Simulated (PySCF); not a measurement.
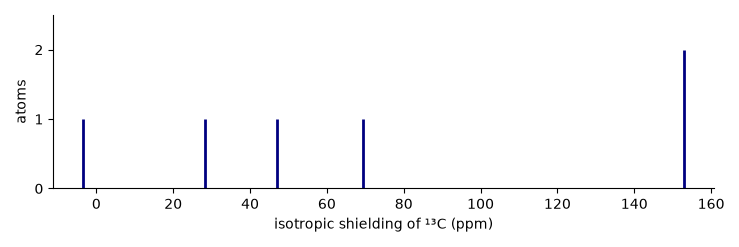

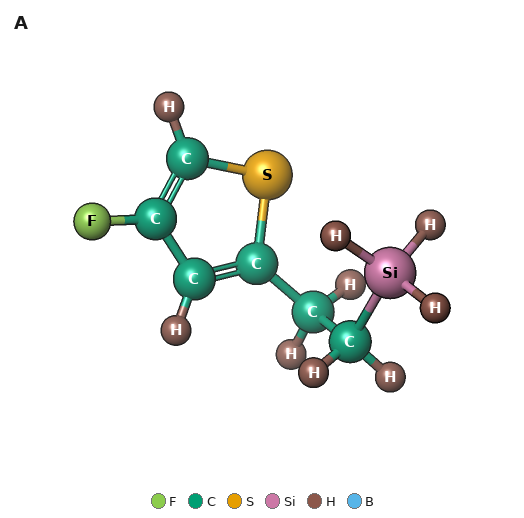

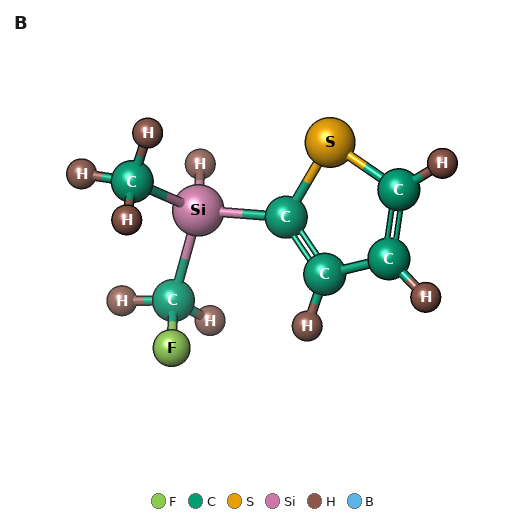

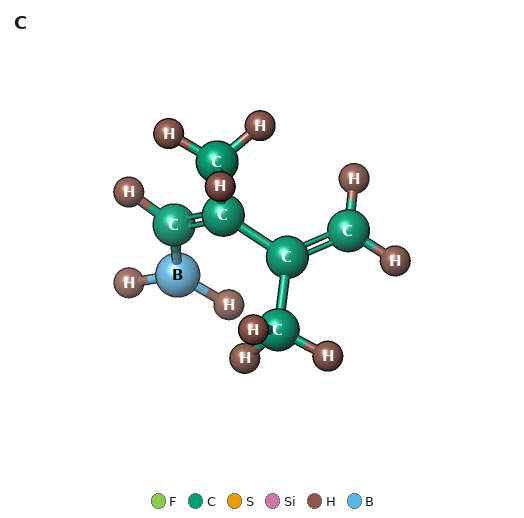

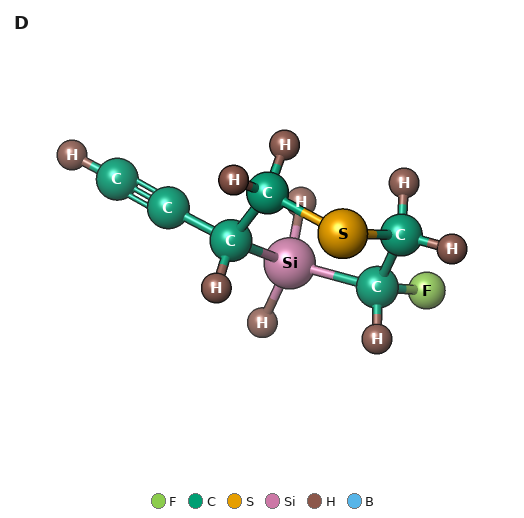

The sticks are computed shieldings of one of the molecules, for one fixed geometry (GFN2-xTB) without averaging over rotations. Low shielding means a high chemical shift. Method: GIAO PBE0/pcSseg-1 NMR shielding, non-relativistic, gas phase (PySCF 2.14.0).

Match the spectrum to a structure.

C, `B/C=C(/C)C(=C)C`. Its 6 C atoms give lines at −3.4, 28.2, 46.9, 69.5, 152.9 (2 atoms) ppm.

The geometry is semi-empirical. Around B, Si such bond lengths and angles can be off by a tenth of an ångström or more and by several degrees, and values that hang on the shape move with them.
